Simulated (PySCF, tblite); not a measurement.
**C₄H₉BOS: geometry, infrared bands and NMR shifts**

Wanted: the infrared bands and NMR shifts of C₄H₉BOS (`CCB1OCCS1`), by calculation.

The runs use tblite 0.8.0 and PySCF 2.14.0, with density-fitted response routines of our own; the level of theory stands in each step. All values are computed, except where a source is named. Atoms are numbered from 0 throughout.

### 1 The starting structure

16 atoms, charge 0, multiplicity 1; geometry from: force field or distance geometry start.

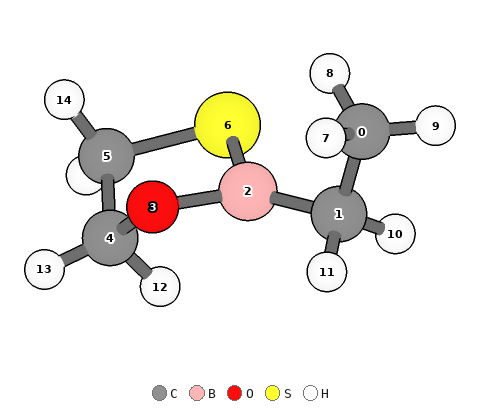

The starting geometry (carbon grey, boron pink, oxygen red, sulfur yellow, hydrogen white), atoms numbered; sticks join atoms by distance.

### 2 Geometry optimisation with GFN2-xTB

What the job is given:

```
{"job": {"kind": "relax", "xc": "GFN2-xTB", "basis": "xTB"}, "charge": 0, "multiplicity": 1}
C      2.607700     0.036300     0.420800
C      1.518000    -0.892300    -0.128100
B      0.164000    -0.163500     0.086200
O     -0.770800    -0.168800     1.223300
C     -2.034400    -0.258600     0.632100
C     -2.275200     1.082700    -0.068700
S     -0.702700     1.137500    -1.017100
H      2.706600    -0.124600     1.511800
H      2.169700     1.056600     0.285300
H      3.518300    -0.117300    -0.146900
H      1.722800    -1.220600    -1.150400
H      1.538200    -1.804000     0.521400
H     -1.902900    -1.014100    -0.177400
H     -2.829200    -0.534300     1.312300
H     -2.288800     1.926900     0.670900
H     -3.149100     1.067200    -0.719400
```

On the command line:

```
OMP_NUM_THREADS=1 python probes_run.py task.json out
```

The driver reads the jobs from task.json and runs them one after another.

Output:

```text
step      E/eV     max force
  0    -590.76078    3.460
  1    -591.06145    1.507
  2    -591.21454    1.184
  3    -591.31712    1.215
  4    -591.44933    0.874
  5    -591.50615    0.675
  6    -591.63119    0.861
  7    -591.72500    1.029
  8    -591.80063    0.639
  9    -591.84369    0.589
 10    -591.89214    0.537
 11    -591.92828    0.515
 12    -591.96735    0.443
 13    -591.99428    0.408
 14    -592.01553    0.399
 15    -592.03646    0.312
 16    -592.05347    0.337
 17    -592.06329    0.232
 18    -592.06778    0.185
 19    -592.07048    0.155
 20    -592.07363    0.170
 21    -592.07714    0.175
 22    -592.08007    0.143
 23    -592.08248    0.137
 24    -592.08508    0.161
 25    -592.08930    0.199
 26    -592.09427    0.221
 27    -592.09996    0.173
 28    -592.10508    0.159
 29    -592.11029    0.174
 30    -592.11565    0.192
 31    -592.12093    0.161
 32    -592.12545    0.169
 33    -592.12945    0.150
 34    -592.13332    0.186
 35    -592.13694    0.211
 36    -592.13985    0.140
 37    -592.14150    0.110
 38    -592.14154    0.144
 39    -592.14285    0.065
 40    -592.14324    0.052
 41    -592.14363    0.029
 42    -592.14378    0.032
 43    -592.14392    0.036
 44    -592.14405    0.035
 45    -592.14420    0.031
 46    -592.14436    0.034
 47    -592.14454    0.034
 48    -592.14474    0.036
 49    -592.14500    0.044
 50    -592.14530    0.039
 51    -592.14559    0.035
 52    -592.14587    0.045
 53    -592.14615    0.054
 54    -592.14647    0.062
 55    -592.14676    0.048
 56    -592.14698    0.037
 57    -592.14711    0.029
 58    -592.14721    0.024
 59    -592.14731    0.022
 60    -592.14738    0.016
 61    -592.14742    0.016
 62    -592.14745    0.012
 63    -592.14748    0.013
 64    -592.14751    0.013
 65    -592.14752    0.011
 66    -592.14753    0.009
```

Wall time 0.65 s (1 thread of Arm Neoverse N1, shared host); peak memory 0.18 GiB.

Relaxation path: (not every step is listed)

```tsv
step	energy from step 0 (eV)	largest force (eV/Å)
0	0.0000	3.4601
1	-0.3007	1.5073
2	-0.4538	1.1836
3	-0.5563	1.2146
4	-0.6886	0.8744
5	-0.7454	0.6746
6	-0.8704	0.8607
7	-0.9642	1.0287
8	-1.0399	0.6391
13	-1.2335	0.4076
18	-1.3070	0.1850
23	-1.3217	0.1368
28	-1.3443	0.1593
33	-1.3687	0.1499
38	-1.3808	0.1445
43	-1.3831	0.0356
48	-1.3840	0.0362
53	-1.3854	0.0536
58	-1.3864	0.0242
61	-1.3866	0.0156
62	-1.3867	0.0122
63	-1.3867	0.0127
64	-1.3867	0.0134
65	-1.3867	0.0112
66	-1.3868	0.0094
```

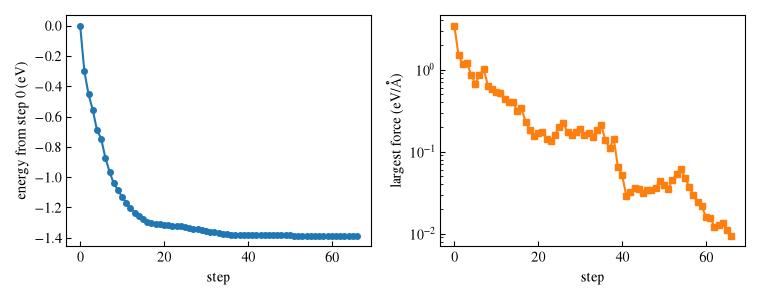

Energy and force, step by step.

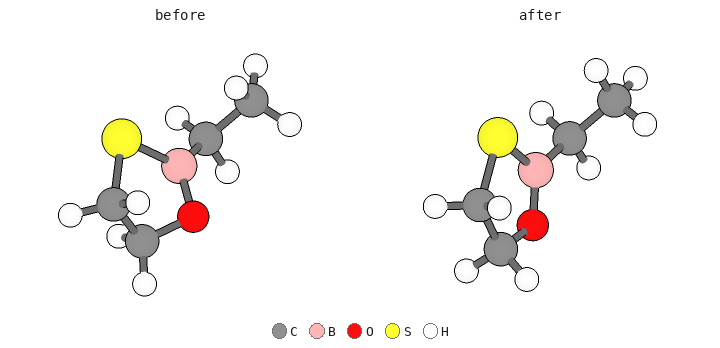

The geometry before (left) and after (right).

Close pairs (by a distance rule), those that changed most:

```tsv
bond	before (Å)	after (Å)	change (Å)
B2–O3	1.472	1.336	-0.136
B2–S6	1.913	1.814	-0.099
C5–H14	1.122	1.089	-0.033
C1–B2	1.553	1.585	+0.033
C0–H8	1.119	1.087	-0.031
C1–H11	1.120	1.091	-0.028
C0–H7	1.107	1.088	-0.020
C4–H12	1.115	1.096	-0.019
```

The next job starts from the end point, and lists it.

### 3 Harmonic vibrations with GFN2-xTB

What the job is given:

```
{"job": {"kind": "ir", "xc": "GFN2-xTB", "basis": "xTB"}, "charge": 0, "multiplicity": 1}
C      2.606185     0.142847     0.433892
C      1.562974    -0.832404    -0.126059
B      0.081123    -0.277069    -0.032571
O     -0.887871    -0.926112     0.619593
C     -2.176510    -0.356253     0.623750
C     -2.163876     1.029575    -0.041183
S     -0.498326     1.279733    -0.762591
H      2.431219     0.321329     1.492411
H      2.549722     1.095598    -0.087384
H      3.609330    -0.260435     0.314551
H      1.816158    -1.034385    -1.169665
H      1.638497    -1.781961     0.406410
H     -2.842943    -1.042035     0.088148
H     -2.507649    -0.289935     1.665419
H     -2.332751     1.831495     0.676235
H     -2.892882     1.108959    -0.844884
```

Output:

```text
mode    cm-1     km/mol
  1     -34.7      0.64
  2      11.6      1.22
  3     117.9      0.93
  4     173.5      1.00
  5     231.0      3.48
  6     291.9      2.22
  7     422.1      8.30
  8     508.0     27.55
  9     571.8      8.71
 10     605.4      2.63
 11     750.8      1.86
 12     766.9     19.16
 13     813.6      0.14
 14     921.1    160.50
 15     981.5      4.20
 16     994.6      4.30
 17    1008.0     14.64
 18    1042.2     60.97
 19    1072.3     39.10
 20    1080.7     51.56
 21    1151.9      1.58
 22    1202.5      1.49
 23    1221.1      1.40
 24    1231.4     44.54
 25    1254.4     82.81
 26    1301.5     12.63
 27    1343.7    134.86
 28    1410.8      0.86
 29    1452.4      1.32
 30    1479.3      0.61
 31    1481.6      3.29
 32    1504.2      4.36
 33    1508.4      2.78
 34    2918.4     25.70
 35    2943.3     28.67
 36    2967.7     28.39
 37    2992.2     20.76
 38    2992.6     15.71
 39    3011.1      9.13
 40    3027.6     50.44
 41    3034.6     43.40
 42    3039.9     26.81
```

Run time: 0.78 s. Hardware: 1 thread of Arm Neoverse N1, shared host; peak memory 0.18 GiB.

Which atoms move in the most intense modes:

```tsv
cm⁻¹	km/mol	atoms
921	160.5	B2 28 %, O3 13 %, H8 11 %, H11 11 %
1042	61.0	C4 32 %, C5 16 %, O3 12 %
1081	51.6	B2 23 %, C1 20 %, H11 15 %, C0 13 %
1231	44.5	H11 26 %, H10 15 %, B2 12 %, C0 10 %
1254	82.8	H10 26 %, B2 25 %, H12 11 %
1344	134.9	B2 24 %, H12 23 %, H13 19 %, O3 18 %
3028	50.4	H9 83 %
3035	43.4	H7 70 %, H8 15 %
```

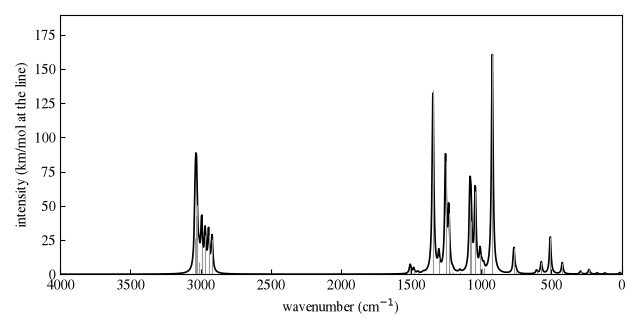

The infrared spectrum from these modes, unscaled. Lines are broadened to a width of 14 cm⁻¹ (Lorentzian).

### 4 Nuclear shieldings: PBE0/pcSseg-1

The job, as its differences from that of step 3:

```diff
@@ -1,2 +1,2 @@
-{"job": {"kind": "ir", "xc": "GFN2-xTB", "basis": "xTB"}, "charge": 0, "multiplicity": 1}
+{"job": {"kind": "nmr", "xc": "PBE0", "basis": "pcSseg-1"}, "charge": 0, "multiplicity": 1}
 C      2.606185     0.142847     0.433892
```

Level: GIAO PBE0/pcSseg-1 NMR shielding, non-relativistic, gas phase.

Output:

```text
coarse grid: 13720 points
cycle   1  E = -655.5681257895  dE =  8.583e-01  |g| = 6.089e-01  |ddm| = 3.496e+00
cycle   2  E = -655.4912273491  dE =  7.690e-02  |g| = 8.969e-01  |ddm| = 1.149e+00
cycle   3  E = -655.6418058819  dE = -1.506e-01  |g| = 1.130e-01  |ddm| = 7.317e-01
cycle   4  E = -655.6444069822  dE = -2.601e-03  |g| = 3.485e-02  |ddm| = 1.208e-01
cycle   5  E = -655.6446806586  dE = -2.737e-04  |g| = 7.109e-03  |ddm| = 3.115e-02
cycle   6  E = -655.6446918896  dE = -1.123e-05  |g| = 2.521e-03  |ddm| = 8.259e-03
cycle   7  E = -655.6446932844  dE = -1.395e-06  |g| = 5.801e-04  |ddm| = 2.544e-03
final grid: 127344 points
cycle   8  E = -655.6979413801  dE = -3.239e-05  |g| = 1.218e-02  |ddm| = 2.897e-02
cycle   9  E = -655.6979137392  dE =  2.764e-05  |g| = 1.698e-02  |ddm| = 1.992e-02
cycle  10  E = -655.6979732580  dE = -5.952e-05  |g| = 1.483e-03  |ddm| = 1.165e-02
cycle  11  E = -655.6979737000  dE = -4.420e-07  |g| = 2.485e-04  |ddm| = 1.351e-03
cycle  12  E = -655.6979737135  dE = -1.357e-08  |g| = 7.188e-05  |ddm| = 3.115e-04
cycle  13  E = -655.6979737147  dE = -1.147e-09  |g| = 2.986e-05  |ddm| = 9.062e-05
cycle  14  E = -655.6979737149  dE = -2.146e-10  |g| = 3.750e-06  |ddm| = 2.602e-05
converged SCF energy = -655.6979737149

GIAO shielding tensors (ppm)
atom      isotropic    diamagn.    paramagn.     s11        s22        s33       span
  0 C      173.393     246.490     -73.097    162.443    172.954    184.781     22.338
  1 C      174.753     251.340     -76.587    161.359    179.196    183.703     22.344
  2 B       51.512     194.341    -142.829     14.356     61.398     78.780     64.424
  3 O      150.634     394.691    -244.057      2.873    216.363    232.667    229.793
  4 C      112.059     242.022    -129.963     61.207    108.174    166.795    105.588
  5 C      152.342     253.839    -101.496    112.694    168.168    176.165     63.471
  6 S      532.359    1059.828    -527.469    397.267    463.398    736.413    339.145
  7 H       30.827      29.970       0.857     26.589     29.108     36.784     10.195
  8 H       30.652      30.339       0.313     25.636     30.749     35.572      9.936
  9 H       30.476      27.705       2.771     25.604     27.684     38.141     12.537
 10 H       30.712      31.282      -0.569     26.751     28.712     36.674      9.923
 11 H       30.537      31.479      -0.942     25.722     29.649     36.240     10.518
 12 H       27.113      28.076      -0.963     21.811     26.539     32.990     11.178
 13 H       26.999      28.027      -1.028     22.068     26.439     32.489     10.421
 14 H       28.509      30.537      -2.028     22.859     26.466     36.203     13.344
 15 H       28.578      30.013      -1.436     23.236     26.432     36.065     12.829
```

Wall time 53 s (1 thread of Arm Neoverse N1, shared host); peak memory 0.76 GiB.

Shifts follow as δ = σ(reference) − σ, with reference shieldings (ppm) from runs at the same level and on the same kind of geometry: ¹H TMS 31.72, ¹³C TMS 186.9, ¹⁷O H2O 336.1, ¹¹B BF3·OEt2 100.1, ³³S CS2 504. The references are single molecules in the gas phase, so shifts against H2O, NH3, PH3, H3PO4 or CFCl3 are not on the usual liquid scales and can be off by tens of ppm. Atoms listed in one row are averaged.

```tsv
atoms	environment	σ (ppm)	δ (ppm)	δ scaled to CDCl3
C4	sp3 CH2 bonded to O	112.1	74.9	71.2
C5	sp3 CH2 bonded to S	152.3	34.6	27.4
C0	methyl carbon	173.4	13.5	11.3
C1	sp3 CH2 bonded to B	174.8	12.2	10.0
H12, H13	hydrogen on an sp3 CH2 bonded to O	27.06	4.66	4.50
H14, H15	hydrogen on an sp3 CH2 bonded to S	28.54	3.17	3.10
H10, H11	hydrogen on an sp3 CH2 bonded to B	30.62	1.09	1.14
H7, H8, H9	hydrogen on a methyl carbon	30.65	1.07	1.11
B2	boron bonded to C, O, S, in a 5-membered ring	51.5	48.6	–
O3	oxygen bonded to C, B, in a 5-membered ring	150.6	185.4	–
S6	sulfur bonded to C, B, in a 5-membered ring	532	-29	–
```

The scaled column applies a straight-line fit of computed shieldings to shifts measured in CDCl3, with any fitted terms for Cl, Br or S neighbours (root-mean-square error 0.16 ppm for H, 1.9 ppm for C).

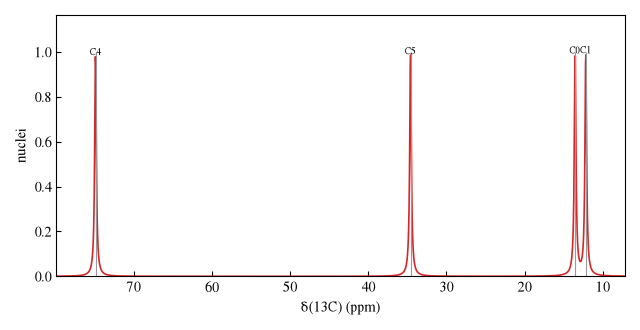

¹³C lines at the computed shifts, without couplings. Lines are broadened to a width of 0.25 ppm (Lorentzian).

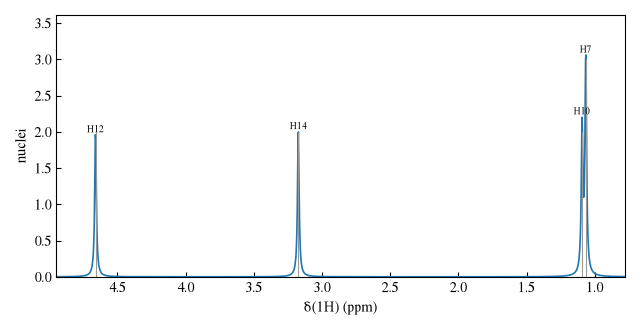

¹H lines at the computed shifts, without couplings. Lines are broadened to a width of 0.01 ppm (Lorentzian).

Charges from the same density, by scheme (e):

```tsv
atoms	Mulliken	IAO	Hirshfeld	ESP fit
C0	-0.30	-0.40	-0.12	-0.13
C1	-0.46	-0.41	-0.14	0.12
B2	0.54	0.24	0.17	0.36
O3	-0.46	-0.37	-0.17	-0.37
C4	0.08	-0.06	0.02	-0.07
C5	-0.37	-0.36	-0.07	0.06
S6	-0.22	0.02	-0.06	-0.33
```

IAO charges:

C0 -0.40; C1 -0.41; B2 0.24; O3 -0.37; C4 -0.06; C5 -0.36; S6 0.02; H7 0.14; H8 0.14; H9 0.14; H10 0.15; H11 0.15; H12 0.15; H13 0.15; H14 0.16; H15 0.16

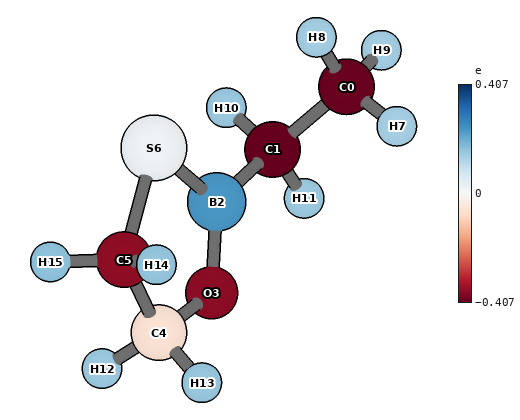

IAO charges, as colours on the atoms.

Mayer bond orders: C0–C1 1.06, C1–B2 0.98, B2–O3 1.24, O3–C4 0.89, C4–C5 1.00, C5–S6 1.02, S6–B2 1.06.

Ring of atoms B2, O3, C4, C5, S6: NICS(0) -6.3, NICS(1) -3.3, NICS(1)zz -3.7 ppm (means of both faces).

The fields below are evaluated on a grid from the run's orbitals.

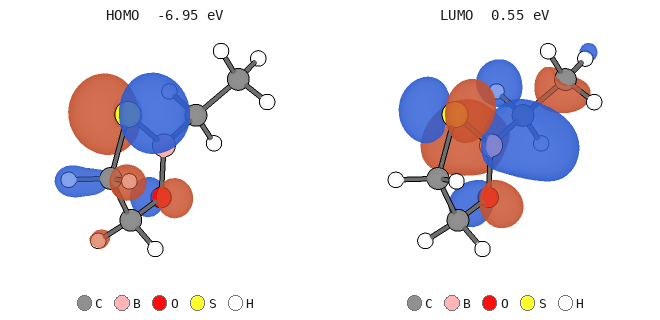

PBE0/pcSseg-1 orbitals near the gap, drawn at the value that encloses 70 % of each; the two colours are the two signs.

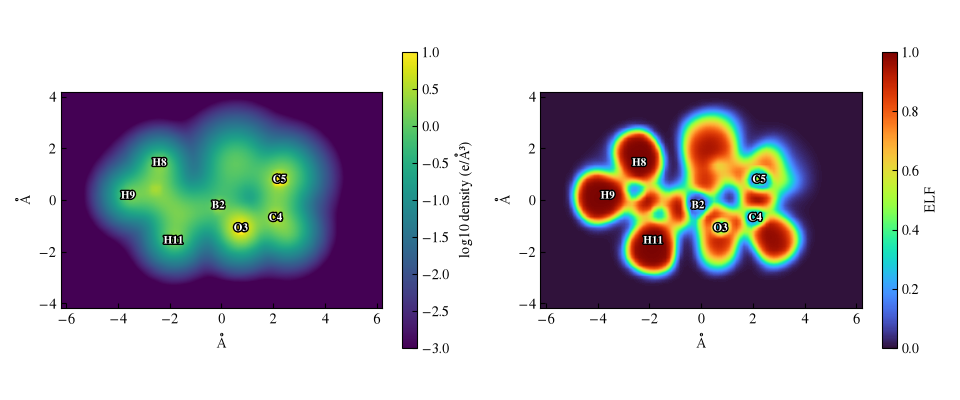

Density (left) and ELF (right) in a plane through or near 7 of the atoms.

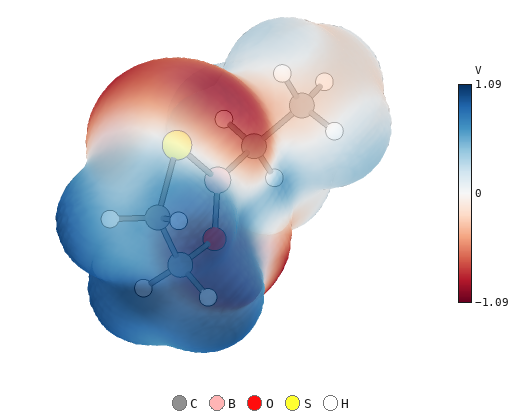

The potential that a unit positive charge feels on the 0.002 e/bohr³ surface, from -1.09 V near O3 to 1.02 V near H13.

### 5 Summary of results

| quantity | value |
| --- | --- |
| strongest single infrared mode (GFN2-xTB) | 921 cm⁻¹, 160 km/mol |
| zero-point energy (GFN2-xTB) | 81.2 kcal/mol |
| ¹³C shifts against TMS (PBE0/pcSseg-1) | 74.9, 34.6, 13.5, 12.2 ppm |
| ¹H shifts against TMS (PBE0/pcSseg-1, means over atoms taken as alike) | 4.66, 3.17, 1.09, 1.07 ppm |
| ¹¹B shifts against BF3·OEt2 (PBE0/pcSseg-1) | 48.6 ppm |
| ¹⁷O shifts against H2O (PBE0/pcSseg-1) | 185.4 ppm |
| ³³S shifts against CS2 (PBE0/pcSseg-1) | -29 ppm |
| surface potential, least and greatest | -1.09 V and 1.02 V |

**Reading.** The optimisation took 66 steps and gained 1.387 eV; among the close pairs (by a distance rule), B2–O3 changed most, from 1.472 to 1.336 Å. The lowest mode is imaginary (35i cm⁻¹), so the xTB geometry is not a minimum. The strongest single mode, at 921 cm⁻¹, has its largest shares on B2, O3, H8 and H11 (the list is cut at 4 atoms). Unscaled tight-binding wavenumbers are off by several per cent, some by more. Its intensities can rank the bands wrongly. The most deshielded carbon is C4 (sp3 CH2 bonded to O), at 74.9 ppm: deshielded by the electronegative neighbour. H12, H13 (mean) (hydrogen on an sp3 CH2 bonded to O) lies farthest downfield among hydrogen, at 4.66 ppm; its carbon carries O, which withdraws density. At PBE0/pcSseg-1: The largest span, 339 ppm, is at S6, where the paramagnetic term is -527 ppm.
